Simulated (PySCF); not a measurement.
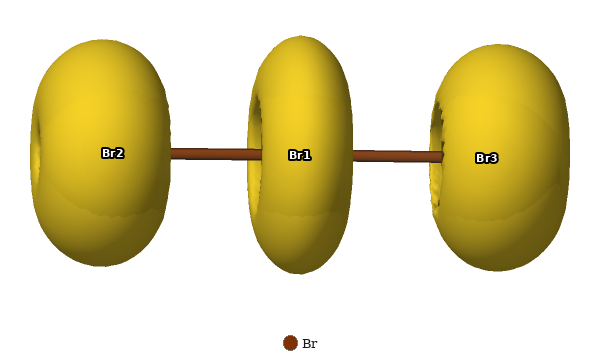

*Br3 (charge −1). Isosurface of the ELF at 0.75 (yellow), seen from one side. Only the valence region is drawn (cores and ρ < 0.01 e/Å³ removed).*

Geometry: PBE0-D3(BJ)/def2-TZVPD.

Level of theory: wB97M-D3(BJ)/def2-TZVPD, SCF density, gas phase in PySCF.

Identify the bonds, lone pairs and shells in this picture.

Answer. The ELF exceeds this value in three regions wrapped around Br (its lone pairs, merged into a ring or cap). Profiles from the grid: Br–Br (2.57 Å): the ELF peaks at about 0.75 in the valence shell of Br, 1.0 Å from its nucleus, and is about 0.50 at the midpoint.
